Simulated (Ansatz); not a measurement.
# Calculations on C2H8BrNSi

**1. Relaxation**

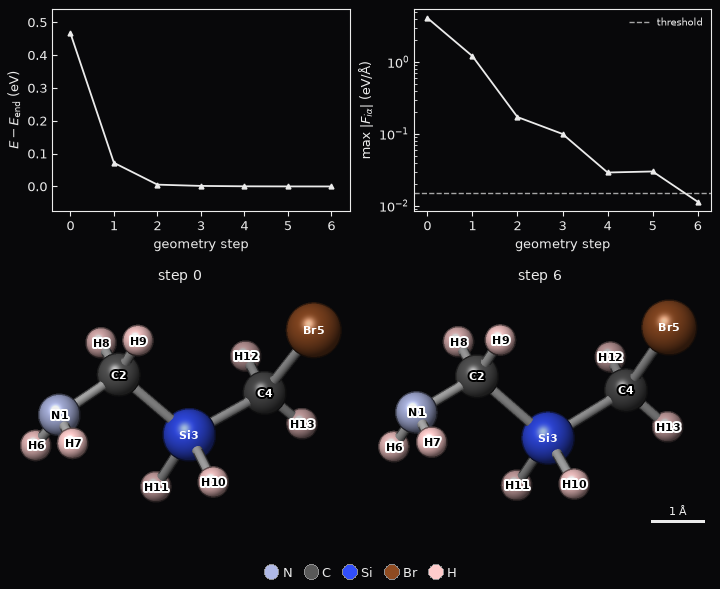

First and last geometry of a relaxation of C2H8BrNSi, with the history of the run. The picture is a ball-and-stick view, seen at a tilt.

The run prepares an end point of a later path (inversion) calculation, from a guessed geometry.

Level of theory: RKS PBE0-D4/def2-SVP (Ansatz). (no spin polarisation; force threshold 0.015 eV/Å; at most 40 steps)

Read the history and describe the run.

It converged. After 6 geometry steps the energy has fallen by 0.467 eV. Largest force component: 4.1 eV/Å at the start, 0.011 eV/Å at the end. The largest move after the best rigid fit is that of H13, 0.13 Å. By element the largest moves are H 0.13 Å, Br 0.10 Å, N 0.10 Å, C 0.08 Å, Si 0.07 Å. Near-neighbour distances that change, for instance: Si3–C4 1.791 → 1.895 Å, C4–H13 1.017 → 1.099 Å, C2–H8 1.049 → 1.104 Å, C4–H12 1.149 → 1.099 Å. Bond angles that change, for instance: Si3–C4–H13 118.9° → 112.5°, H10–Si3–H11 103.0° → 107.8°, H12–C4–H13 103.9° → 108.3°. Cost: 26 s on 2 threads of Intel(R) Xeon(R) Platinum 8488C (Sapphire Rapids), on a shared host, peak memory 0.38 GiB.

**2. Relaxation**

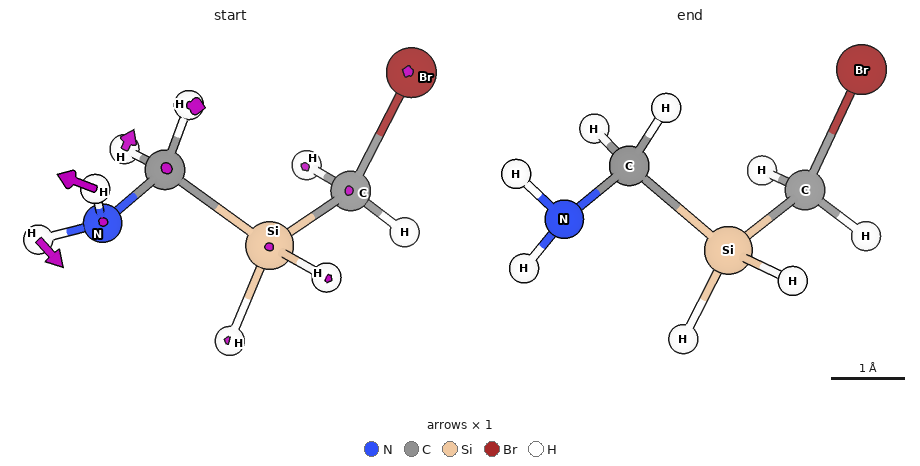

The structure of C2H8BrNSi before (left) and after (right) a relaxation, at one scale. The purple arrows give the displacements, at their true length.

The picture is a ball-and-stick view, seen from a free direction.

The run prepares an end point of a later path (inversion) calculation, from a guessed geometry.

Theory: RKS PBE0-D4/def2-SVP (Ansatz 0.2.0).

Input
```yaml
crystal:
  periodic: [false, false, false]
  atoms:
    - { symbol: "N", position_ang: [-0.1218, 1.9204, 1.2745] }
    - { symbol: C, position_ang: [-0.5832, 1.024, 0.2116] }
    - { symbol: Si, position_ang: [0.4602, -0.5061, 0.1384] }
    - { symbol: C, position_ang: [-0.0165, -1.7217, -1.0877] }
    - { symbol: Br, position_ang: [0.0653, -1.0177, -2.9057] }
    - { symbol: H, position_ang: [-0.75572, 2.00033, 2.02415] }
    - { symbol: H, position_ang: [0.13821, 2.84208, 0.93145] }
    - { symbol: H, position_ang: [-1.5827, 0.7567, 0.3818] }
    - { symbol: H, position_ang: [-0.5424, 1.5628, -0.7085] }
    - { symbol: H, position_ang: [1.9101, -0.1139, -0.0721] }
    - { symbol: H, position_ang: [0.4718, -1.1314, 1.5254] }
    - { symbol: H, position_ang: [-1.1236, -1.9906, -0.9368] }
    - { symbol: H, position_ang: [0.4552, -2.6231, -1.0949] }
basis:
  gaussian: { orbitals: def2-SVP }
hamiltonian:
  xc: pbe0
  dispersion: d4
relax:
  f_tol: 0.015
  max_steps: 40
```

Command:
```bash
ansatz run input.yaml --threads 2 --pin off --max-ram 3072MiB --backend cpu --events-out ev --progress --plain --runs-dir out
```

Question: Summarise the run.

Answer: After 10 accepted moves (13 points after the start) the energy has fallen by 13.6 kcal/mol. Largest force component: 4.2 eV/Å at the start, 0.0093 eV/Å at the end. The line search rejected the trial steps at points 7, 10, 12 of the run. The atom that moves furthest after the best rigid fit is H7 (0.67 Å). By element the largest moves are H 0.67 Å, Br 0.17 Å, C 0.16 Å, N 0.11 Å, Si 0.10 Å. Near-neighbour distances that change, for instance: Si3–C4 1.791 → 1.895 Å, C4–H13 1.017 → 1.099 Å, C2–H8 1.049 → 1.112 Å, C4–H12 1.149 → 1.099 Å. Bond angles that change, for instance: Si3–C4–H13 118.9° → 112.3°, N1–C2–H8 109.8° → 116.1°, H10–Si3–H11 103.0° → 109.0°. Groups turn about N1–C2 by about 50°.

**3. Path**

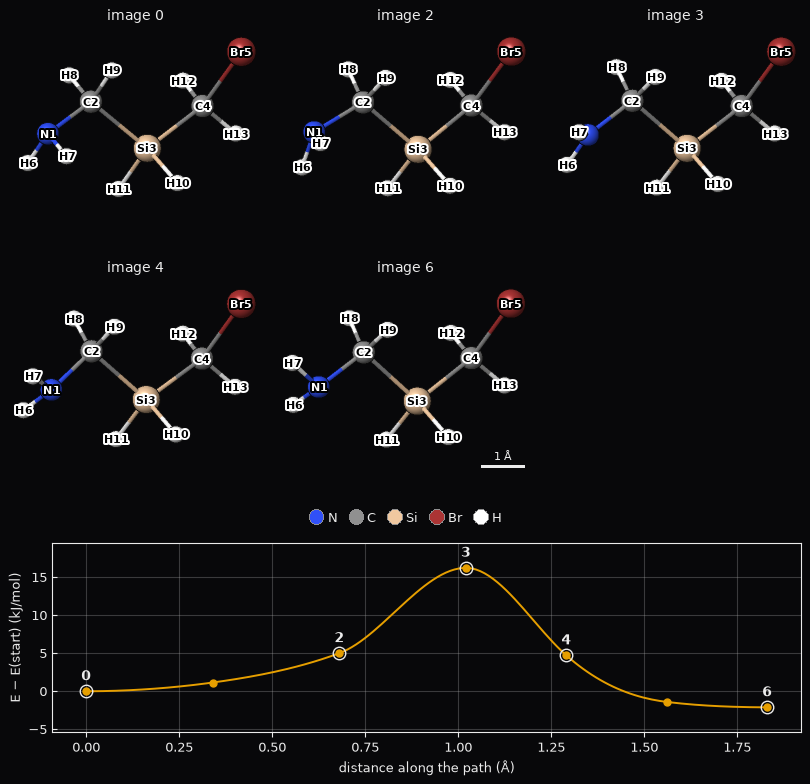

A search for the minimum-energy path of C₂H₈BrNSi by the nudged elastic band. Images are numbered from 0 (start) to 6 (end). The picture is a ball-and-stick view, seen at a tilt.

All numbers below come from Ansatz, RKS PBE0-D4/def2-SVP. Set-up: 5 movable images; climbing image; force threshold 0.03 eV/Å; iteration limit 60; starting path by image-dependent pair potential.

**Describe the mechanism and the energy profile.**

The highest point, image 3, lies 16.2 kJ/mol above the start and 18.3 kJ/mol above the end; the end is at −2.1 kJ/mol relative to the start. The motion is an umbrella inversion at N1. No bond forms or breaks between the ends. Among the angles between lasting bonds that change up to the highest image: H6–N1–H7 106.3° → 117.6°, C2–N1–H6 111.0° → 120.9°. The band is converged.
